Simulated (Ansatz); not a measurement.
**Run report: CH$_{9}$ClOSi$_{2}$, molecular dynamics (part 5 of 5)**

The same run, continued: CH$_{9}$ClOSi$_{2}$; UKS PBE-D4/STO-3G (Ansatz 0.2.0). It belongs to a series of runs on one base structure; here: dynamics from the start.

Geometry of the input (Å):
```
Si -1.2364  -0.5406  0.1647
Si 0.6755  -0.6474  1.9188
H  -1.6675  -1.1078  -1.1126
H  -2.0394  -1.3601  1.0929
Cl -2.0532  1.3108  0.3410
H  0.9094  0.1749  0.2521
O  0.4012  0.1153  -0.9162
C  0.5156  0.9592  -2.0309
H  1.3535  -1.9418  1.7821
H  1.7126  0.2968  2.3830
H  -0.1782  -0.7694  3.1051
H  -0.2993  0.7188  -2.7147
H  1.4719  0.7831  -2.5300
H  0.4342  2.0081  -1.7352
```

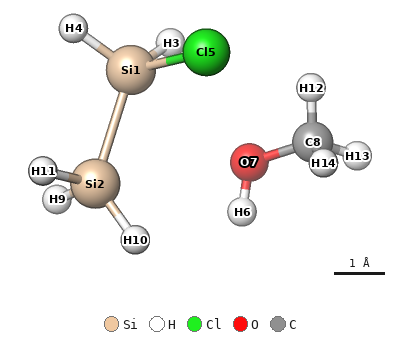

Figure 1. The geometry at step 136 of the log (ball-and-stick view, seen at a tilt; atoms are numbered from 1 in the order of the input).

Trajectory as extended XYZ, continued:
```
14
Properties=species:S:1:pos:R:3:forces:R:3 step=119 time_fs=59.5 energy=-31129.57401 temperature=965.2
Si   -1.4288   -0.6860    0.5900    1.6446  -0.7918   0.6102
Si    0.5805   -0.6748    1.8990   -1.1838  -1.7803  -2.4524
H    -1.5317   -1.3061   -0.7460    0.2893  -0.1999   0.5021
H    -2.5235   -1.2076    1.4202    0.1922  -0.0799  -0.0708
Cl   -1.9625    1.2558    0.2050   -0.6961   1.8381  -0.2066
H     1.6273    0.6525   -0.8506   -1.4081  -2.7390   0.0146
O     0.7251    0.1656   -1.2570    3.8325   0.6833   2.7936
C     0.5048    1.3233   -2.0440   -1.5392   2.3817  -2.7614
H     0.8818   -2.1129    1.7800    0.5047   0.4753  -0.0399
H     1.7724    0.1520    1.6360   -0.5731  -0.1073   0.0492
H     0.0644   -0.6361    3.1945   -0.2607   0.6412   1.7004
H    -0.5967    1.2828   -2.2330    0.0402   0.7774  -0.3659
H     1.0201    1.2401   -3.0792   -0.3046   0.4509   1.0233
H     0.7854    2.3495   -1.5502   -0.5378  -1.5495  -0.7963
14
Properties=species:S:1:pos:R:3:forces:R:3 step=122 time_fs=61.0 energy=-31129.14094 temperature=689.0
Si   -1.4437   -0.6856    0.6033    1.6521  -1.0824   0.3704
Si    0.5840   -0.6778    1.9047   -0.8975  -1.7171  -3.0009
H    -1.5838   -1.2328   -0.7725    0.3844  -0.3749   0.7685
H    -2.5294   -1.2303    1.4446    0.2831   0.0355  -0.1887
Cl   -1.9553    1.2486    0.1972   -0.7995   2.1758  -0.0866
H     1.7191    0.6810   -0.8580   -2.9917  -3.3734  -0.6940
O     0.7297    0.1762   -1.2758    5.6938   0.7143   3.8738
C     0.5067    1.3323   -2.0441   -2.4260   1.7620  -2.8625
H     0.8861   -2.1169    1.8084    0.5038   0.4674  -0.1049
H     1.7872    0.1538    1.6553   -0.7544  -0.2165   0.0825
H     0.0427   -0.6455    3.1709   -0.4727   0.7116   2.2583
H    -0.5980    1.2744   -2.2018   -0.0337   0.8077  -0.5675
H     1.0004    1.2578   -3.0647   -0.0408   0.4632   0.3766
H     0.7485    2.3241   -1.5652   -0.1009  -0.3732  -0.2249
14
Properties=species:S:1:pos:R:3:forces:R:3 step=125 time_fs=62.5 energy=-31129.18379 temperature=715.8
Si   -1.4574   -0.6860    0.6169    1.7369  -1.2231   0.2040
Si    0.5867   -0.6820    1.9082   -1.4475  -1.5343  -2.0354
H    -1.6277   -1.1678   -0.7827    0.4572  -0.6209   0.8532
H    -2.5294   -1.2522    1.4650    0.2724   0.1126  -0.2241
Cl   -1.9487    1.2426    0.1894   -0.8736   2.4589   0.0358
H     1.7486    0.6384   -0.8796   -3.0636  -2.8887  -0.8012
O     0.7419    0.1877   -1.2895    5.5885   0.1433   3.8260
C     0.5041    1.3443   -2.0494   -3.1345   0.2644  -2.4772
H     0.9012   -2.1111    1.8347    0.5069   0.2780  -0.1436
H     1.7861    0.1513    1.6762   -0.6730  -0.1414   0.0349
H     0.0118   -0.6398    3.1934   -0.0903   0.6746   1.3656
H    -0.6001    1.2832   -2.1827   -0.1239   0.6684  -0.6691
H     0.9801    1.2854   -3.0428    0.3752   0.3931  -0.6739
H     0.7096    2.2918   -1.5843    0.4693   1.4149   0.7051
14
Properties=species:S:1:pos:R:3:forces:R:3 step=128 time_fs=64.0 energy=-31129.55200 temperature=949.6
Si   -1.4697   -0.6874    0.6306    1.9157  -1.1990   0.1669
Si    0.5883   -0.6875    1.9101   -2.4357  -1.2964  -0.4885
H    -1.6617   -1.1162   -0.7749    0.4913  -0.9038   0.7091
H    -2.5237   -1.2719    1.4808    0.1578   0.1373  -0.1662
Cl   -1.9425    1.2382    0.1817   -0.9160   2.6540   0.1545
H     1.7149    0.5352   -0.9174   -1.2618  -1.4002  -0.2797
O     0.7614    0.1993   -1.2982    3.1188  -0.9031   2.6054
C     0.4960    1.3569   -2.0590   -2.8636  -0.4979  -1.4863
H     0.9272   -2.0995    1.8579    0.5009  -0.0043  -0.1499
H     1.7708    0.1460    1.6977   -0.3693   0.0909  -0.0767
H    -0.0206   -0.6198    3.2445    0.5366   0.5321  -0.0759
H    -0.6050    1.3061   -2.1778   -0.2340   0.3865  -0.6600
H     0.9677    1.3215   -3.0348    0.6223   0.3092  -1.3493
H     0.6803    2.2882   -1.5891    0.7370   2.0947   1.0964
14
Properties=species:S:1:pos:R:3:forces:R:3 step=131 time_fs=65.5 energy=-31129.56239 temperature=956.3
Si   -1.4805   -0.6897    0.6444    2.1571  -1.0418   0.2681
Si    0.5880   -0.6939    1.9116   -3.2526  -1.0947   0.6808
H    -1.6853   -1.0840   -0.7522    0.4817  -1.1677   0.3694
H    -2.5147   -1.2886    1.4930   -0.0249   0.1193  -0.0401
Cl   -1.9369    1.2354    0.1740   -0.9283   2.7270   0.2594
H     1.6603    0.4033   -0.9592    3.9335   0.7997   1.3688
O     0.7847    0.2097   -1.3034   -3.2012  -2.1987  -0.1867
C     0.4829    1.3689   -2.0713   -1.1970   0.3395  -0.1902
H     0.9639   -2.0879    1.8779    0.4593  -0.2274  -0.1310
H     1.7478    0.1428    1.7176    0.0063   0.3807  -0.2127
H    -0.0418   -0.5883    3.2946    0.9757   0.3236  -1.1386
H    -0.6148    1.3372   -2.1870   -0.3126   0.0401  -0.5378
H     0.9677    1.3642   -3.0539    0.3798   0.2298  -0.9133
H     0.6661    2.3262   -1.5722    0.5232   0.7705   0.4040
14
Properties=species:S:1:pos:R:3:forces:R:3 step=133 time_fs=66.5 energy=-31129.39621 temperature=854.4
Si   -1.4868   -0.6917    0.6538    2.3127  -0.8985   0.3903
Si    0.5865   -0.6987    1.9129   -3.4968  -1.0010   1.0978
H    -1.6952   -1.0761   -0.7321    0.4571  -1.3006   0.0948
H    -2.5088   -1.2983    1.5006   -0.1525   0.0994   0.0534
Cl   -1.9335    1.2344    0.1689   -0.9214   2.6941   0.3140
H     1.6623    0.3215   -0.9736    5.9489   1.3446   1.7865
O     0.7984    0.2151   -1.3068   -6.0634  -2.1424  -1.3522
C     0.4728    1.3771   -2.0798    0.2293   1.1719   0.3529
H     0.9940   -2.0825    1.8896    0.3933  -0.2707  -0.1114
H     1.7320    0.1448    1.7285    0.1840   0.5257  -0.2928
H    -0.0448   -0.5632    3.3158    1.0939   0.1767  -1.4965
H    -0.6249    1.3590   -2.1997   -0.2764  -0.1795  -0.4021
H     0.9727    1.3955   -3.0783    0.0201   0.1534  -0.1918
H     0.6632    2.3628   -1.5550    0.2711  -0.3730  -0.2428
14
Properties=species:S:1:pos:R:3:forces:R:3 step=136 time_fs=68.0 energy=-31129.54035 temperature=941.4
Si   -1.4947   -0.6952    0.6681    2.4552  -0.7066   0.5545
Si    0.5819   -0.7065    1.9154   -3.2614  -0.8823   1.1742
H    -1.7020   -1.0879   -0.7011    0.4160  -1.3836  -0.2308
H    -2.5029   -1.3111    1.5131   -0.2951   0.0923   0.1571
Cl   -1.9289    1.2344    0.1615   -0.8884   2.5143   0.3645
H     1.7603    0.2221   -0.9685    1.4242   1.3404  -0.3489
O     0.8128    0.2208   -1.3132   -2.6020  -1.6584   0.1001
C     0.4583    1.3913   -2.0921    1.8566   2.1653   0.4431
H     1.0458   -2.0791    1.9053    0.2199  -0.1457  -0.0809
H     1.7116    0.1572    1.7394    0.2052   0.5588  -0.3757
H    -0.0299   -0.5228    3.3207    1.0167  -0.0155  -1.5099
H    -0.6446    1.3878   -2.2254   -0.0151  -0.4441  -0.1491
H     0.9795    1.4450   -3.1163   -0.4763   0.0016   0.7901
H     0.6630    2.4088   -1.5350   -0.0555  -1.4364  -0.8884
14
Properties=species:S:1:pos:R:3:forces:R:3 step=139 time_fs=69.5 energy=-31129.40987 temperature=860.8
Si   -1.5008   -0.6993    0.6828    2.4128  -0.6358   0.5378
Si    0.5749   -0.7150    1.9189   -2.3544  -0.7349   0.5976
H    -1.6998   -1.1291   -0.6745    0.3973  -1.2759  -0.2664
H    -2.5032   -1.3218    1.5288   -0.3292   0.1457   0.1760
Cl   -1.9248    1.2359    0.1544   -0.8288   2.1899   0.3799
H     1.8916    0.1525   -0.9691   -2.5157   1.7225  -1.7807
O     0.8236    0.2243   -1.3194    0.7335  -1.7390   1.1982
C     0.4470    1.4093   -2.1036    2.4142   2.2980   0.2198
H     1.1021   -2.0786    1.9192   -0.0242   0.1212  -0.0541
H     1.6952    0.1814    1.7422   -0.0586   0.3471  -0.4206
H     0.0064   -0.4825    3.2941    0.6578  -0.1219  -0.8918
H    -0.6644    1.4072   -2.2544    0.3787  -0.5757   0.0945
H     0.9765    1.4944   -3.1381   -0.6619  -0.1734   1.1805
H     0.6619    2.4254   -1.5331   -0.2216  -1.5680  -0.9708
14
Properties=species:S:1:pos:R:3:forces:R:3 step=142 time_fs=71.0 energy=-31129.34726 temperature=821.0
Si   -1.5050   -0.7039    0.6979    2.1847  -0.7304   0.2832
Si    0.5660   -0.7240    1.9228   -1.0998  -0.5764  -0.5536
H    -1.6890   -1.1975   -0.6531    0.4040  -0.9625   0.0299
H    -2.5104   -1.3293    1.5482   -0.2510   0.2607   0.1076
Cl   -1.9212    1.2387    0.1474   -0.7474   1.7561   0.3729
H     1.9735    0.1195   -1.0059   -3.6056   1.8804  -1.9377
O     0.8350    0.2254   -1.3242    1.5822  -1.4730   1.0841
C     0.4399    1.4314   -2.1146    2.1177   1.2072   0.1404
H     1.1580   -2.0755    1.9319   -0.2753   0.3660  -0.0328
H     1.6773    0.2127    1.7361   -0.4184   0.0068  -0.4528
H     0.0566   -0.4447    3.2493    0.0849  -0.0815   0.3054
H    -0.6762    1.4145   -2.2814    0.6538  -0.5608   0.2707
H     0.9599    1.5401   -3.1358   -0.4463  -0.3141   0.8442
H     0.6564    2.4096   -1.5512   -0.1835  -0.7784  -0.4615
14
Properties=species:S:1:pos:R:3:forces:R:3 step=144 time_fs=72.0 energy=-31129.45062 temperature=887.1
Si   -1.5069   -0.7072    0.7081    1.9719  -0.8621   0.0416
Si    0.5596   -0.7303    1.9252   -0.3293  -0.4729  -1.4143
H    -1.6769   -1.2550   -0.6389    0.4077  -0.6662   0.3258
H    -2.5183   -1.3313    1.5625   -0.1609   0.3531   0.0333
Cl   -1.9191    1.2412    0.1429   -0.6841   1.4306   0.3628
H     1.9862    0.1199   -1.0536   -3.5423   1.8371  -1.7502
O     0.8438    0.2250   -1.3266    1.4849  -1.0783   0.7151
C     0.4373    1.4474   -2.1219    1.6279  -0.1958   0.1983
H     1.1923   -2.0694    1.9400   -0.4079   0.4479  -0.0229
H     1.6609    0.2342    1.7266   -0.6047  -0.2078  -0.4770
H     0.0918   -0.4205    3.2214   -0.3044   0.0185   1.2094
H    -0.6766    1.4127   -2.2964    0.6709  -0.4856   0.3407
H     0.9432    1.5671   -3.1236   -0.0904  -0.3574   0.2361
H     0.6504    2.3888   -1.5695   -0.0394   0.2387   0.2013
14
Properties=species:S:1:pos:R:3:forces:R:3 step=147 time_fs=73.5 energy=-31129.72150 temperature=1060.6
Si   -1.5084   -0.7128    0.7234    1.6463  -1.0730  -0.2883
Si    0.5498   -0.7401    1.9279    0.3112  -0.1956  -2.0890
H    -1.6516   -1.3523   -0.6109    0.3851  -0.1749   0.7277
H    -2.5328   -1.3277    1.5843   -0.0225   0.4757  -0.0778
Cl   -1.9162    1.2456    0.1364   -0.5799   0.9232   0.3478
H     1.9443    0.1527   -1.1552   -1.9902   1.5172  -1.1473
O     0.8585    0.2233   -1.3294    0.0575  -0.1334  -0.1747
C     0.4358    1.4707   -2.1324    0.8560  -2.5755   0.5659
H     1.2362   -2.0523    1.9517   -0.5083   0.3988  -0.0174
H     1.6252    0.2623    1.7037   -0.7147  -0.4166  -0.5201
H     0.1386   -0.3836    3.2030   -0.6191   0.1077   1.9718
H    -0.6658    1.4015   -2.3128    0.3834  -0.3085   0.3632
H     0.9180    1.6011   -3.1037    0.5851  -0.3387  -0.9163
H     0.6414    2.3653   -1.5910    0.2101   1.7935   1.2546
14
Properties=species:S:1:pos:R:3:forces:R:3 step=150 time_fs=75.0 energy=-31129.90858 temperature=1180.3
Si   -1.5087   -0.7193    0.7385    1.3851  -1.1865  -0.4618
Si    0.5402   -0.7499    1.9290    0.1771   0.4044  -1.4301
H    -1.6181   -1.4534   -0.5676    0.3141   0.2627   0.9172
H    -2.5478   -1.3140    1.6045    0.0651   0.5414  -0.1464
Cl   -1.9137    1.2506    0.1300   -0.4688   0.4247   0.3378
H     1.8648    0.2177   -1.2813    2.4659   0.9618  -0.4375
O     0.8730    0.2215   -1.3325   -3.9686   1.0700  -1.1631
C     0.4359    1.4896   -2.1418    0.7100  -3.3704   1.3867
H     1.2694   -2.0270    1.9630   -0.4689   0.1519  -0.0257
H     1.5745    0.2816    1.6696   -0.6088  -0.4383  -0.5611
H     0.1727   -0.3449    3.2248   -0.4875  -0.1110   1.4218
H    -0.6472    1.3838   -2.3215   -0.1886  -0.0966   0.2820
H     0.9049    1.6279   -3.1024    0.9392  -0.3132  -1.3850
H     0.6364    2.3776   -1.5872    0.1348   1.6990   1.2654
```

Summary:

| quantity | value |
| --- | --- |
| outcome | finished |
| mean temperature over the second half | 973 K |
| trajectory | 150 steps, 75 fs |
| ensemble | nve |
| temperature in the input | 300.0 K |
| time step | 0.5 fs |
| potential energy (last step) | −31129.9086 eV |
| mean-field energy (last step) | −31129.5952 eV |
| largest force (length of the vector) (last step) | 4.272 eV/Å |
| wall time | 8.3 min |
| peak memory | 0.15 GiB |

Notes:

So short a trajectory is not equilibrated.
